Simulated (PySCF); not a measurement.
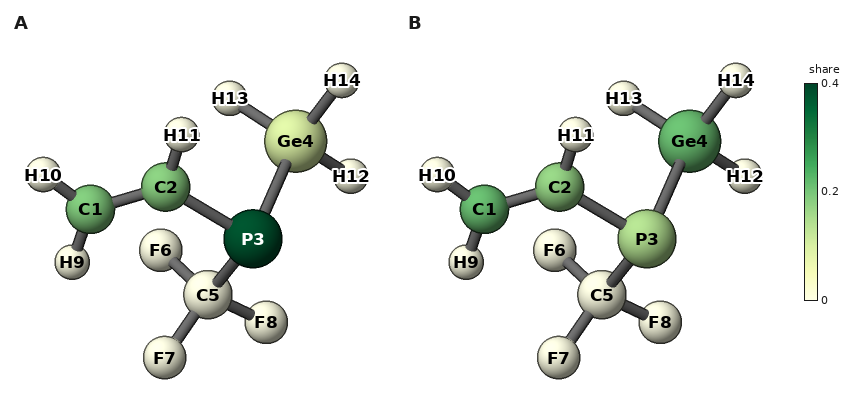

Each panel colours the atoms by their Löwdin share in one orbital (up to four of the largest shares; other atoms are shown as zero). The geometry was computed by an optimisation with GFN2-xTB. No frequency run is at hand to confirm it as a minimum. Level of theory: CAM-B3LYP/def2-SVPD (PySCF 2.14.0).

**The panels show the HOMO, LUMO, in some order. Which is which?**

A: HOMO, −8.55 eV; P3 0.38, C1 0.19, C2 0.18, Ge4 0.10
B: LUMO, 0.23 eV; C1 0.21, Ge4 0.21, C2 0.17, P3 0.14

The geometry is semi-empirical. Around Ge, P such bond lengths and angles can be off by a tenth of an ångström or more and by several degrees, and values that hang on the shape move with them.
